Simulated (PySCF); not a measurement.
**SF₂: structure of the triplet**

Aim: relax SF₂ as a triplet from a hand-made linear geometry, check by its vibrations whether the end is a minimum, and collect its spectrum and constants.

The runs use PySCF 2.14.0; PBE0, basis S def2-TZVP, F def2-TZVP, no relativity, density fitting.

### 1 The system as given

3 atoms, charge 0, spin multiplicity 3.

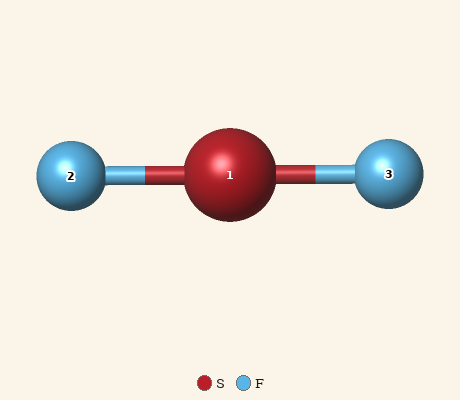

The starting geometry (sulfur red, fluorine blue); atoms are numbered from 1 in the order of the file.

```xyz
3
charge 0 multiplicity 3
S     0.0000    0.0000    0.0000
F     0.0000    0.0000    1.6700
F     0.0000    0.0000   -1.6700
```

### 2 Relaxation: linear start, triplet

One driver script runs all steps and calls PySCF; scf.py shows how it sets up the SCF of each step. The optimiser is the driver's own. Before each start the driver seeks the lowest SCF state from one or more starting densities and follows internal instabilities, so scf.py alone need not reach the same state.

The program finds D∞h symmetry in the start, which this walk keeps. Threshold on the gradient: 0.0003 Eh/bohr, with a further test on the energy change.

The input, scf.py:

```python
from pyscf import gto, scf, dft
mol = gto.M(atom='''
S      0.000000     0.000000     0.000000
F      0.000000     0.000000     1.670000
F      0.000000     0.000000    -1.670000''',
    basis={'S': 'def2-TZVP', 'F': 'def2-TZVP'},
    charge=0, spin=2)
mf = dft.UKS(mol, xc='PBE0')
mf.grids.atom_grid = (50, 194)
aux = {'S': 'def2-universal-JKFIT', 'F': 'def2-universal-JKFIT'}
mf = mf.density_fit(auxbasis=aux)
mf.kernel()
```

Steps of the walk:

```
step  energy (Eh)  change (kJ/mol)  largest symmetric gradient (Eh/bohr)
   0  -597.559409             0.00                               0.00245
   1  -597.559431            -0.06                               0.00048
   2  -597.559432            -0.06                               0.00001
```

The walk ran for 2.1 s (4 threads, shared host).

It settles in D∞h symmetry, 0.1 kJ/mol below the start, after 2 steps: S–F 1.665 Å (×2); F–S–F 180.0°.

### 3 Frequencies

On the finer grid the gradient is checked again; gradients at displacements of ±0.01 bohr then give force constants and infrared intensities.

Edit scf.py of step 2 so:

```diff
@@ -3,3 +3,3 @@
-S      0.000000     0.000000     0.000000
-F      0.000000     0.000000     1.670000
-F      0.000000     0.000000    -1.670000''',
+S      0.000000    -0.000000    -0.000000
+F      0.000000    -0.000000     1.664964
+F      0.000000     0.000000    -1.664964''',
@@ -9 +9 @@
-mf.grids.atom_grid = (50, 194)
+mf.grids.atom_grid = (75, 302)
```

This SCF starts from the last density.

SCF at the final geometry:

```text
init E= -597.559391734269
[... the frontier-level lines of each cycle are left out ...]
cycle= 1 E= -597.559391734155  delta_E= 1.14e-10  |g|= 2.25e-05  |ddm|= 1.46e-05
cycle= 2 E= -597.559391733733  delta_E= 4.22e-10  |g|= 4.33e-05  |ddm|= 2.76e-05
cycle= 3 E= -597.559391734314  delta_E= -5.81e-10  |g|= 7.72e-08  |ddm|= 1.81e-05
cycle= 4 E= -597.559391734312  delta_E= 1.82e-12  |g|= 1.38e-08  |ddm|= 8.59e-08
Extra cycle  E= -597.559391734313  delta_E= -9.09e-13  |g|= 1.95e-08  |ddm|= 2.05e-08
converged SCF energy = -597.559391734313  <S^2> = 2.0042254  2S+1 = 3.0028156
```

The whole step took 8.7 s.

Geometry: D∞h; S–F 1.665 Å (×2); F–S–F 180.0°.

Modes, for the most abundant isotopes:

```csv
symmetry,ω (cm⁻¹),IR (km/mol),μ (u)
πu,194i,4.9,24.37
σg+,600,0.0,19.00
σu+,724,558,24.37
```

2 modes are imaginary, the largest at 194i cm⁻¹: a saddle point, not a minimum.

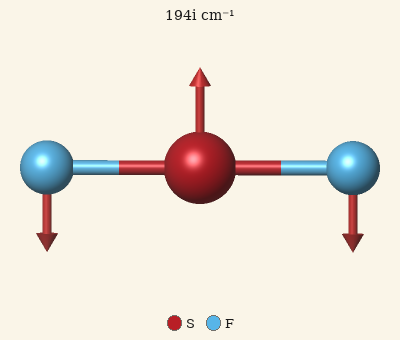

The imaginary mode, as arrows.

Properties at this point:

```
Dipole moment                                                   : 0.00 D
Highest occupied level                                          : -8.93 eV
Lowest empty level                                              : -4.56 eV
Rotational constants                                            : 0.16 cm⁻¹
Zero-point energy (real modes)                                  : 7.9 kJ/mol
Principal polarisabilities                                      : 14.7, 14.7, 34.4 bohr³
Atomisation energy without zero-point energy                    : 612 kJ/mol
Principal traceless quadrupole moments about the centre of mass : -6.33, 3.16, 3.16 D Å
Spin squared ⟨S²⟩                                               : 2.004
```

Populations by atom (charges in e):

| atom | Mulliken | Löwdin | polar tensor | spin (Mulliken) | Mayer order to S1 |
| --- | --- | --- | --- | --- | --- |
| S1 | 0.50 | 0.47 | 1.19 | 1.64 | – |
| F2,3 | -0.25 | -0.23 | -0.59 | 0.18 | 0.95 |

Mulliken populations on S1: s 6.08, p 9.01, d 0.36, f 0.04.

### 4 Following the imaginary mode

The atoms are moved a little along the softest imaginary mode and relaxed again.

The program finds C2v symmetry in the start, which this walk keeps.

Edit scf.py of step 3 so:

```diff
@@ -3,3 +3,3 @@
-S      0.000000    -0.000000    -0.000000
-F      0.000000    -0.000000     1.664964
-F      0.000000     0.000000    -1.664964''',
+S      0.000000     0.120000     0.000000
+F     -0.000000    -0.100973     1.664964
+F     -0.000000    -0.100973    -1.664964''',
@@ -9 +9 @@
-mf.grids.atom_grid = (75, 302)
+mf.grids.atom_grid = (50, 194)
```

The optimiser's trace:

```
step  energy (Eh)  change (kJ/mol)  largest symmetric gradient (Eh/bohr)
   0  -597.560392             0.00                               0.00819
   1  -597.560784            -1.03                               0.00180
   2  -597.560823            -1.13                               0.00027
   3  -597.560824            -1.13                               0.00003
```

The walk took 3.3 s.

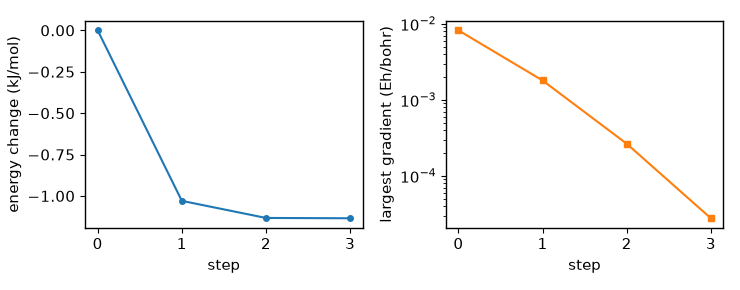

How energy and gradient fall.

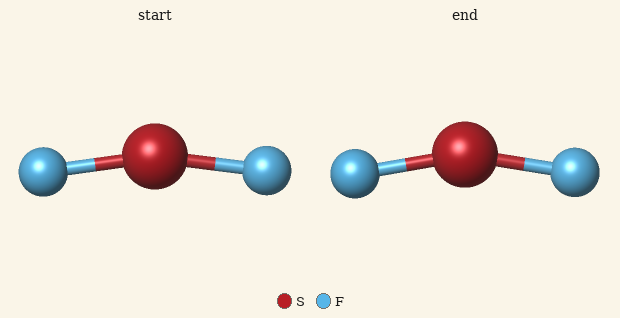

Start and end of the relaxation.

It settles in C2v symmetry, 1.1 kJ/mol below the start, after 3 steps: S–F 1.662 Å (×2); F–S–F 161.0°.

### 5 Is it a minimum? Harmonic modes

The same treatment as at the point before.

Edit scf.py of step 4 so:

```diff
@@ -3,3 +3,3 @@
-S      0.000000     0.120000     0.000000
-F     -0.000000    -0.100973     1.664964
-F     -0.000000    -0.100973    -1.664964''',
+S      0.000000     0.148480     0.000000
+F     -0.000000    -0.125203     1.639203
+F     -0.000000    -0.125203    -1.639203''',
@@ -9 +9 @@
-mf.grids.atom_grid = (50, 194)
+mf.grids.atom_grid = (75, 302)
```

SCF at the final geometry:

```text
init E= -597.56080053875
[... the frontier-level lines of each cycle are left out ...]
cycle= 1 E= -597.560800537994  delta_E= 7.55e-10  |g|= 5.52e-05  |ddm|= 3.76e-05
cycle= 2 E= -597.560800534542  delta_E= 3.45e-09  |g|= 0.000117  |ddm|= 7.93e-05
cycle= 3 E= -597.560800538964  delta_E= -4.42e-09  |g|= 4.7e-06  |ddm|= 5.46e-05
cycle= 4 E= -597.560800538972  delta_E= -7.28e-12  |g|= 3.33e-07  |ddm|= 2.16e-06
Extra cycle  E= -597.560800538971  delta_E= 7.96e-13  |g|= 2.35e-07  |ddm|= 6.33e-07
converged SCF energy = -597.560800538971  <S^2> = 2.0043617  2S+1 = 3.0029064
```

The whole step took 13 s.

Geometry: C2v; S–F 1.662 Å (×2); F–S–F 161.0°.

Harmonic modes (main isotopes):

```csv
symmetry,ω (cm⁻¹),IR (km/mol),type
a1,217,6.6,bend
a1,613,6.9,stretch
b2,718,492,stretch
```

No imaginary mode, so this is a minimum.

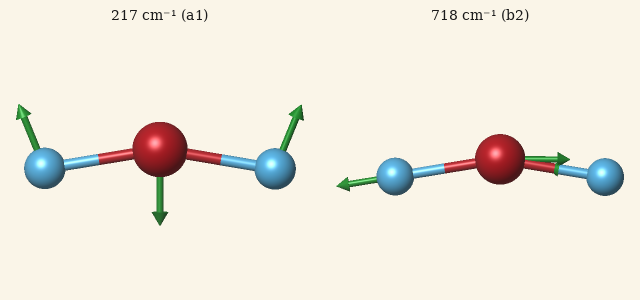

Displacements of 2 of the modes, as arrows (one member where a mode is degenerate).

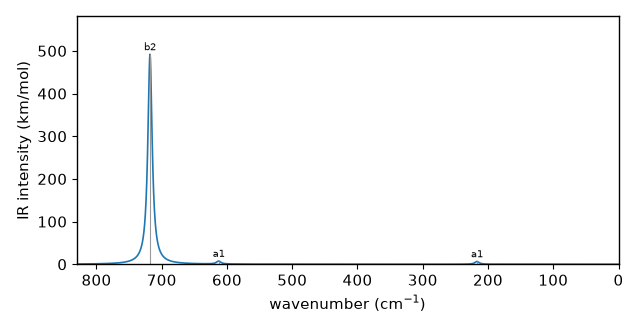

The harmonic infrared spectrum (widths in cm⁻¹). Lines are broadened to a width of 8 cm⁻¹ (Lorentzian).

Properties at this point:

| Item | Value |
| --- | --- |
| Dipole moment | 0.35 D |
| Highest occupied level | -8.55 eV |
| Lowest empty level | -4.48 eV |
| Rotational constants | 12.96, 0.1651, 0.163 cm⁻¹ |
| Zero-point energy | 9.3 kJ/mol |
| Principal polarisabilities | 14.4, 14.6, 33.4 bohr³ |
| Atomisation energy without zero-point energy | 616 kJ/mol |
| Principal traceless quadrupole moments about the centre of mass | -5.67, 2.60, 3.07 D Å |
| Entropy at 298.15 K and 1 bar (electronic part: spin only) | 264.6 J/(mol K) |
| Heat capacity Cp at 298.15 K | 48.4 J/(mol K) |
| Enthalpy at 298.15 K above 0 K | 12.00 kJ/mol |
| Rotational symmetry number | 2 |
| Spin squared ⟨S²⟩ | 2.004 |

Charges (e) and bond orders:

| atom | Mulliken | Löwdin | polar tensor | spin (Mulliken) | Mayer order to S1 |
| --- | --- | --- | --- | --- | --- |
| S1 | 0.49 | 0.45 | 1.21 | 1.61 | – |
| F2,3 | -0.25 | -0.23 | -0.61 | 0.19 | 0.95 |

Mulliken populations on S1: s 6.04, p 9.07, d 0.35, f 0.05.

### 6 The points found, side by side

| spin | group | bonds | imaginary modes (cm⁻¹) | ΔE (kJ/mol) | with zero-point energy |
| --- | --- | --- | --- | --- | --- |
| triplet | C2v | S–F 1.662 Å (×2) | none | 0.0 | 0.0 |
| triplet | D∞h | S–F 1.665 Å (×2) | 194i, 194i | 3.7 | – |

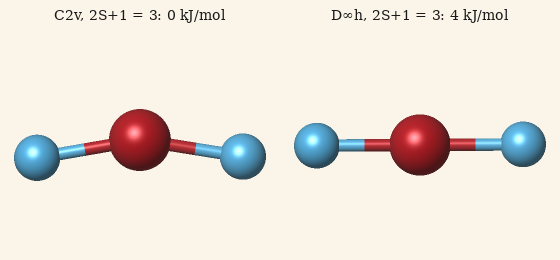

The points, lowest first (sulfur red, fluorine blue).

### 7 Outcome

| quantity | value |
| --- | --- |
| minimum | triplet, C2v |
| geometry | S–F 1.662 Å (×2); F–S–F 161.0° |
| wavenumbers (cm⁻¹) | 217 (a1), 613 (a1), 718 (b2) |
| dipole moment | 0.35 D |
| highest occupied, lowest empty level (either spin) | -8.55, -4.48 eV |
| polar-tensor charge of S1 | +1.21 e |
| zero-point energy | 9.3 kJ/mol |
| entropy at 298.15 K | 264.6 J/(mol K) |
| atomisation energy (no zero-point energy) | 616 kJ/mol |
| ⟨S²⟩ | 2.004 |

What this shows: From D∞h at the start the molecule goes to a C2v minimum, after a first stop at a second-order saddle point 3.7 kJ/mol higher, from which it was pushed off along an imaginary mode. In the infrared the band at 718 cm⁻¹ (b2, stretch) leads. Most of the spin sits on S1 (Mulliken spin 1.61, against 2 for the whole molecule). Other starts or spin states, not run here, may lie lower.

The search up to here ran for 33 s (4 threads, shared host).
